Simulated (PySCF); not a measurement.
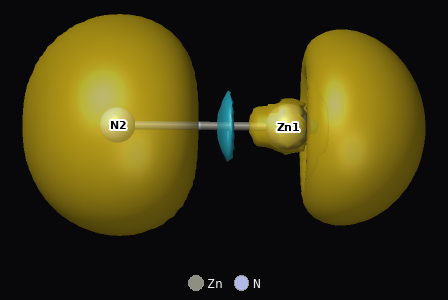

Figure 1: ZnN (quartet). Isosurfaces of the spin density (α minus β) at +0.03 (yellow) and −0.03 e/Å³ (cyan), seen from one side.

These are results of PBE0/x2c-SVPall, spin-free X2C-1e, Gaussian nucleus, at a bond length of 2.111 Å (PySCF), not measurements.

```xyz
2

Zn    0.0000    0.0000   -0.3793
N     0.0000    0.0000    1.7317
```

Q: Describe the spin distribution.

A: The unpaired spin (3 electrons) lies mostly on N2 (about 2.4) and Zn1 (about 0.6), in electrons by Hirshfeld's partition.
